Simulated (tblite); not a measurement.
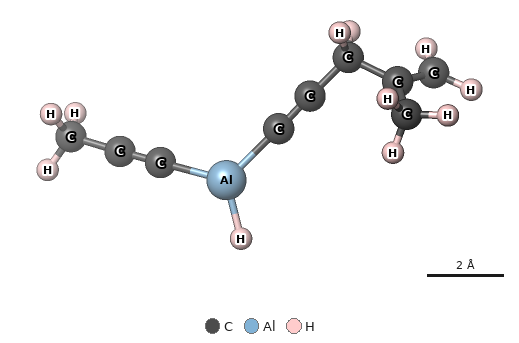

Figure 1. The structure as given in the input (ball-and-stick view, seen at a tilt). Sticks mark near contacts.

**C9H11Al: geometry relaxation**

The run: geometry relaxation of C9H11Al. Method and program: GFN2-xTB geometry optimisation, gas phase (tblite 0.8.0).

It belongs to a series of runs on one base structure; here: H on C replaced by isopropenyl.

**The program's output**
```
step      E/eV     max force
  0    -701.40581    1.772
  1    -701.49982    3.125
  2    -701.60438    0.899
  3    -701.65559    0.769
  4    -701.70961    0.592
  5    -701.73240    1.232
  6    -701.74340    0.728
  7    -701.75319    0.257
  8    -701.75804    0.182
  9    -701.76211    0.227
 10    -701.76602    0.164
 11    -701.77030    0.133
 12    -701.77345    0.116
 13    -701.77557    0.110
 14    -701.77707    0.083
 15    -701.77831    0.074
 16    -701.77931    0.085
 17    -701.78013    0.082
 18    -701.78086    0.066
 19    -701.78153    0.052
 20    -701.78208    0.054
 21    -701.78252    0.051
 22    -701.78287    0.047
 23    -701.78319    0.040
 24    -701.78353    0.058
 25    -701.78393    0.070
 26    -701.78438    0.066
 27    -701.78487    0.057
 28    -701.78537    0.058
 29    -701.78590    0.067
 30    -701.78655    0.091
 31    -701.78735    0.099
 32    -701.78823    0.085
 33    -701.78909    0.088
 34    -701.78992    0.092
 35    -701.79084    0.122
 36    -701.79193    0.129
 37    -701.79309    0.099
 38    -701.79415    0.065
 39    -701.79522    0.080
 40    -701.79641    0.122
 41    -701.79758    0.128
 42    -701.79822    0.090
 43    -701.79844    0.088
 44    -701.79909    0.045
 45    -701.79930    0.039
 46    -701.79981    0.057
 47    -701.80008    0.067
 48    -701.80042    0.055
 49    -701.80064    0.038
 50    -701.80082    0.032
 51    -701.80095    0.034
 52    -701.80107    0.034
 53    -701.80115    0.023
 54    -701.80121    0.022
 55    -701.80126    0.025
 56    -701.80132    0.027
 57    -701.80141    0.029
 58    -701.80154    0.032
 59    -701.80169    0.036
 60    -701.80185    0.037
 61    -701.80201    0.036
 62    -701.80219    0.033
 63    -701.80237    0.029
 64    -701.80254    0.030
 65    -701.80267    0.026
 66    -701.80279    0.028
 67    -701.80290    0.028
 68    -701.80302    0.022
 69    -701.80316    0.021
 70    -701.80325    0.023
 71    -701.80341    0.024
 72    -701.80351    0.019
 73    -701.80358    0.016
 74    -701.80363    0.013
 75    -701.80368    0.016
 76    -701.80374    0.016
 77    -701.80379    0.015
 78    -701.80383    0.015
 79    -701.80387    0.016
 80    -701.80392    0.019
 81    -701.80399    0.017
 82    -701.80405    0.020
 83    -701.80409    0.017
 84    -701.80414    0.020
 85    -701.80419    0.020
 86    -701.80424    0.016
 87    -701.80429    0.017
 88    -701.80435    0.020
 89    -701.80442    0.024
 90    -701.80450    0.021
 91    -701.80459    0.020
 92    -701.80470    0.024
 93    -701.80482    0.024
 94    -701.80494    0.027
 95    -701.80505    0.018
 96    -701.80512    0.014
 97    -701.80516    0.012
 98    -701.80520    0.010
 99    -701.80524    0.009
```

**Trajectory as extended XYZ (Å, eV, eV/Å), 5 of the 100 frames kept, from step=0 to step=99**
```
21
Properties=species:S:1:pos:R:3:forces:R:3 step=0 energy=-701.40581
C    -3.9042   -1.2145    0.5401   -0.7330   0.4730  -0.6100
C    -3.1691   -0.1036    0.5350   -0.9570  -1.4230  -0.0310
C    -3.5755    1.0898   -0.2486   -0.7140   1.0840   0.2220
C    -1.9272   -0.1328    1.3524    0.5120   0.6640   1.0610
C    -0.7784    0.0864    0.4864   -0.4080  -0.1130   0.6990
C     0.1683    0.2569   -0.2481    0.6740   0.5070  -0.6520
Al    1.7394    0.5284   -1.4009    0.0570  -1.2000  -0.2020
C     3.5486    0.1459   -0.7339   -1.1930   0.6090  -0.4820
C     4.6555   -0.0847   -0.3159    1.6380  -0.3530   0.5750
C     5.9918   -0.3570    0.2253    0.0880   0.1410  -0.0290
H    -4.8458   -1.2493   -0.0477    0.8140  -0.2480   0.6340
H    -3.5952   -2.0680    1.1232   -0.2980  -0.0590  -0.2260
H    -4.6891    1.0947   -0.4250    1.1470  -0.1750   0.0090
H    -3.0508    1.1436   -1.2108   -0.1470  -0.0020   0.2860
H    -3.3628    2.0210    0.3255    0.0450  -0.5380  -0.4350
H    -1.8300   -1.0820    1.9471   -0.0170   0.6730  -0.7030
H    -2.0086    0.6907    2.1174    0.3390  -0.4270  -0.5430
H     1.5950    0.5257   -3.0032   -0.0360   0.3620   0.6070
H     6.2373    0.4299    0.9701   -0.0500  -0.4210  -0.4680
H     6.7719   -0.3719   -0.5721   -0.6450   0.1230   0.4890
H     6.0198   -1.3323    0.7377   -0.1190   0.3220  -0.2000
21
Properties=species:S:1:pos:R:3:forces:R:3 step=25 energy=-701.78393
C    -3.9600   -1.2415    0.5366   -0.0080  -0.0060   0.0100
C    -3.2166   -0.1485    0.5565    0.0030   0.0010  -0.0270
C    -3.5659    1.0887   -0.2109   -0.0040   0.0250  -0.0060
C    -1.9275   -0.0772    1.3383   -0.0080   0.0020   0.0020
C    -0.7869    0.1188    0.4607    0.0120  -0.0190  -0.0150
C     0.1564    0.2835   -0.2902    0.0010  -0.0180   0.0090
Al    1.7504    0.3688   -1.3928   -0.0130   0.0120  -0.0350
C     3.5688    0.1373   -0.7541   -0.0110  -0.0090  -0.0070
C     4.6755   -0.0825   -0.2981    0.0210  -0.0050  -0.0060
C     5.9969   -0.3449    0.2341   -0.0120  -0.0020  -0.0010
H    -4.8809   -1.2915   -0.0195   -0.0030   0.0130  -0.0050
H    -3.6828   -2.1344    1.0708    0.0040  -0.0120   0.0210
H    -4.6201    1.1034   -0.4739   -0.0070  -0.0320  -0.0380
H    -2.9768    1.1290   -1.1274    0.0100   0.0090  -0.0030
H    -3.3359    1.9823    0.3659    0.0010   0.0200   0.0280
H    -1.7793   -0.9981    1.9092    0.0010  -0.0080   0.0060
H    -1.9770    0.7611    2.0423    0.0110   0.0120   0.0170
H     1.5391    0.6086   -2.9109    0.0270   0.0020   0.0650
H     6.2713    0.4210    0.9609   -0.0120  -0.0040  -0.0240
H     6.7330   -0.3493   -0.5712   -0.0210   0.0090   0.0160
H     6.0093   -1.3177    0.7278    0.0070   0.0110  -0.0070
21
Properties=species:S:1:pos:R:3:forces:R:3 step=50 energy=-701.80082
C    -4.0007   -1.2149    0.5728   -0.0010   0.0010  -0.0100
C    -3.2283   -0.1420    0.5617    0.0120  -0.0030  -0.0120
C    -3.5417    1.0879   -0.2312    0.0070   0.0020  -0.0060
C    -1.9401   -0.0834    1.3476    0.0130  -0.0070  -0.0120
C    -0.7945    0.0269    0.4603    0.0050   0.0050   0.0000
C     0.1451    0.1213   -0.3073    0.0080   0.0140   0.0060
Al    1.7466    0.3257   -1.3852   -0.0310  -0.0030   0.0050
C     3.5578    0.0159   -0.7685    0.0010   0.0100   0.0010
C     4.6774   -0.1395   -0.3185    0.0170   0.0090  -0.0050
C     6.0123   -0.3263    0.2086    0.0060  -0.0040   0.0050
H    -4.9168   -1.2568    0.0083   -0.0110  -0.0020   0.0010
H    -3.7536   -2.0970    1.1402    0.0010   0.0120   0.0010
H    -4.4953    0.9910   -0.7430   -0.0070   0.0050   0.0070
H    -2.7614    1.2603   -0.9725    0.0150  -0.0060   0.0040
H    -3.5744    1.9619    0.4198   -0.0230  -0.0030  -0.0030
H    -1.8304   -0.9826    1.9603    0.0040   0.0080   0.0090
H    -1.9518    0.7905    2.0101   -0.0010  -0.0160  -0.0050
H     1.5691    0.8010   -2.8472   -0.0090  -0.0140   0.0210
H     6.2491    0.4693    0.9161   -0.0020  -0.0010  -0.0040
H     6.7431   -0.3067   -0.6006   -0.0090  -0.0040  -0.0010
H     6.0796   -1.2855    0.7226    0.0060  -0.0050  -0.0020
21
Properties=species:S:1:pos:R:3:forces:R:3 step=74 energy=-701.80363
C    -4.0155   -1.2103    0.5673    0.0000  -0.0020   0.0030
C    -3.2332   -0.1448    0.5504   -0.0040   0.0050   0.0110
C    -3.5385    1.0846   -0.2460    0.0070   0.0070  -0.0030
C    -1.9545   -0.0873    1.3525    0.0040  -0.0050   0.0030
C    -0.7929    0.0419    0.4900    0.0000   0.0040  -0.0030
C     0.1691    0.1565   -0.2463   -0.0030   0.0010  -0.0040
Al    1.7507    0.3345   -1.3561   -0.0040  -0.0040   0.0110
C     3.5797    0.0592   -0.7724   -0.0050  -0.0010   0.0120
C     4.6976   -0.1199   -0.3266    0.0050   0.0010  -0.0040
C     6.0327   -0.3308    0.1920   -0.0040  -0.0010  -0.0040
H    -4.9320   -1.2501    0.0031    0.0050   0.0010  -0.0110
H    -3.7782   -2.0873    1.1461    0.0020  -0.0080   0.0010
H    -4.4517    0.9612   -0.8225    0.0070   0.0020   0.0080
H    -2.7152    1.2991   -0.9271    0.0010   0.0050  -0.0010
H    -3.6538    1.9437    0.4161   -0.0020  -0.0020  -0.0120
H    -1.8481   -0.9920    1.9574    0.0000  -0.0080   0.0080
H    -1.9829    0.7765    2.0272   -0.0090   0.0050  -0.0070
H     1.5257    0.7391   -2.8309    0.0030  -0.0010   0.0030
H     6.2854    0.4560    0.9039    0.0020  -0.0040  -0.0110
H     6.7577   -0.3177   -0.6226   -0.0030   0.0030   0.0070
H     6.0889   -1.2949    0.6988   -0.0020   0.0040  -0.0060
21
Properties=species:S:1:pos:R:3:forces:R:3 step=99 energy=-701.80524
C    -4.0130   -1.2140    0.5398   -0.0030   0.0040   0.0010
C    -3.2382   -0.1429    0.5502   -0.0030   0.0030  -0.0050
C    -3.5220    1.0830   -0.2605    0.0030  -0.0040  -0.0010
C    -1.9820   -0.0784    1.3865   -0.0040   0.0010  -0.0010
C    -0.8085    0.0517    0.5409    0.0010   0.0020   0.0050
C     0.1531    0.1727   -0.1944    0.0070  -0.0050   0.0030
Al    1.7365    0.3304   -1.3022    0.0030  -0.0030   0.0040
C     3.5667    0.0811   -0.7133   -0.0030  -0.0080  -0.0040
C     4.6999   -0.1099   -0.3138    0.0010   0.0010  -0.0050
C     6.0513   -0.3313    0.1542    0.0030   0.0000  -0.0020
H    -4.9076   -1.2579   -0.0582   -0.0020  -0.0060  -0.0010
H    -3.7922   -2.0899    1.1272    0.0030   0.0030  -0.0030
H    -4.3953    0.9409   -0.8912   -0.0050   0.0010   0.0000
H    -2.6638    1.3184   -0.8895   -0.0010   0.0000  -0.0070
H    -3.6977    1.9382    0.3929    0.0000  -0.0020   0.0090
H    -1.8849   -0.9804    1.9970   -0.0040   0.0020   0.0030
H    -2.0281    0.7895    2.0547   -0.0060   0.0020   0.0000
H     1.5157    0.6824   -2.7909   -0.0010   0.0040   0.0030
H     6.3353    0.4483    0.8615    0.0030   0.0040   0.0020
H     6.7446   -0.3151   -0.6869    0.0080   0.0010  -0.0020
H     6.1212   -1.2998    0.6504   -0.0010  -0.0020   0.0000
```

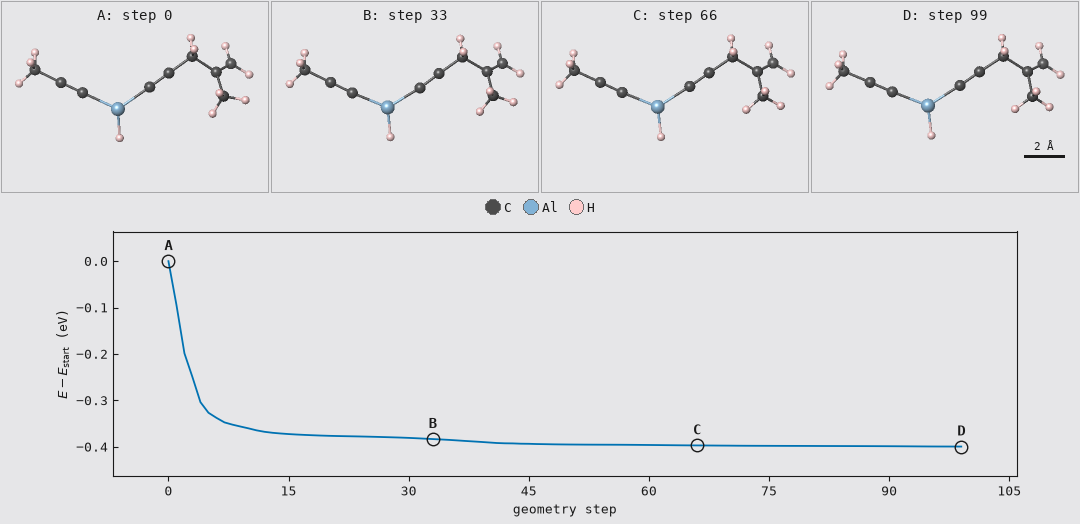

Figure 2. Frames of the relaxation (ball-and-stick view, seen at a tilt) above the curves, on which the letters mark them (steps are counted from 0).

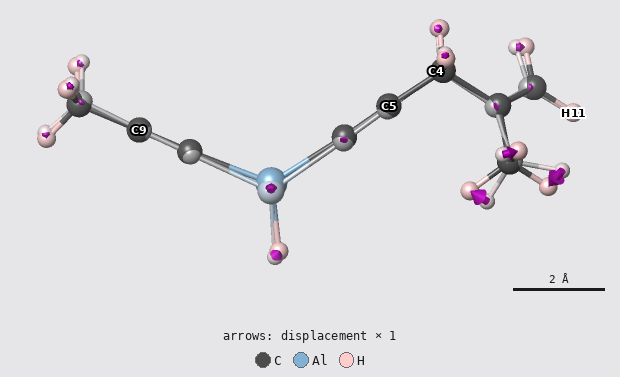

Figure 3. Start (faint) and end (solid) with the displacements as pink arrows, at true length (ball-and-stick view, seen at a tilt). The two geometries are laid on each other by the best rigid fit. The largest move after the best rigid fit is that of H13, 0.57 Å. Largest moves by element: H 0.57 Å, Al 0.22 Å, C 0.11 Å. Distances before and after: Al7–H18 1.609 → 1.546 Å, C3–H13 1.127 → 1.087 Å, C1–H11 1.111 → 1.077 Å, C4–H17 1.127 → 1.096 Å. Among the angles that change: C3–C2–C4 122.3° → 115.0°, C1–C2–C4 116.3° → 121.8°, C6–Al7–C8 120.6° → 125.9°. Over 99 geometry steps the energy falls by 0.399 eV. The largest force component goes from 1.6 to 0.009 eV/Å. (Atoms are counted from 1 in the order of the input.)

The run was set up as follows.

**Input file**
```
{"job": {"kind": "relax", "xc": "GFN2-xTB", "basis": "xTB"}, "charge": 0, "multiplicity": 1}
C     -3.904200    -1.214500     0.540100
C     -3.169100    -0.103600     0.535000
C     -3.575500     1.089800    -0.248600
C     -1.927200    -0.132800     1.352400
C     -0.778400     0.086400     0.486400
C      0.168300     0.256900    -0.248100
Al     1.739400     0.528400    -1.400900
C      3.548600     0.145900    -0.733900
C      4.655500    -0.084700    -0.315900
C      5.991800    -0.357000     0.225300
H     -4.845800    -1.249300    -0.047700
H     -3.595200    -2.068000     1.123200
H     -4.689100     1.094700    -0.425000
H     -3.050800     1.143600    -1.210800
H     -3.362800     2.021000     0.325500
H     -1.830000    -1.082000     1.947100
H     -2.008600     0.690700     2.117400
H      1.595000     0.525700    -3.003200
H      6.237300     0.429900     0.970100
H      6.771900    -0.371900    -0.572100
H      6.019800    -1.332300     0.737700
```

The first line tells a small driver script what to run in tblite; the rest is the geometry in Å.

Launch command:
```bash
OMP_NUM_THREADS=1 python <driver script> task.json out
```

**Key numbers**

```tsv
quantity	value
outcome	converged
total energy	−701.8052 eV
hardware	1 CPU thread, shared host
wall time	0.93 s
peak memory	0.18 GiB
```
